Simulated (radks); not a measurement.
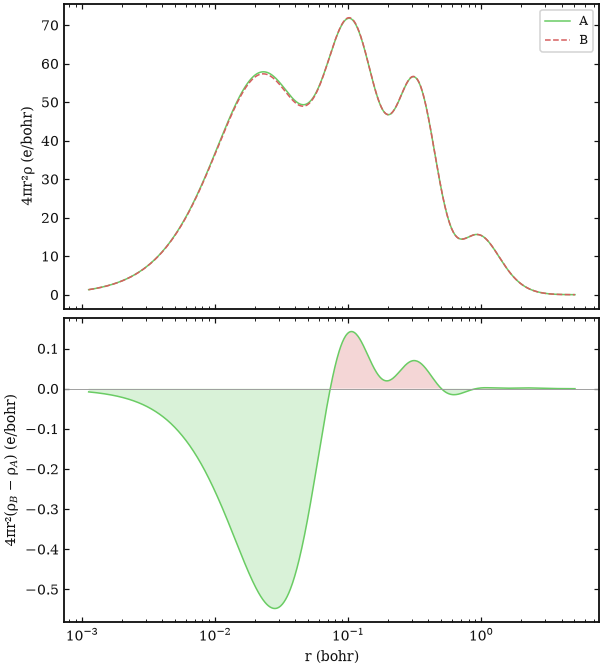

The rhodium ion Rh²⁺ in [Kr] 4d7 was computed at two levels of relativity: the Dirac run; the scalar-relativistic run. Computed with the in-house radial solver radks. Models: Dirac Kohn-Sham, PBE, spin-unpolarised, spherical densities, point nucleus and scalar-relativistic Kohn-Sham, PBE, spin-unpolarised, spherical densities, finite nucleus.

The plot shows both radial densities and the radial density of run B less that of run A; on the logarithmic r axis, areas aren't charges.

Assign A and B and describe the change of the density.

Answer. A is the Dirac run; B is the scalar-relativistic run. B holds 0.026 electrons more than A where the difference is positive (most at r = 0.11 bohr) and 0.026 electrons fewer where it is negative (most at r = 0.028 bohr), with no net change. Relativity draws the inner s and p1/2 density in, so the more relativistic run gains charge close to the nucleus.
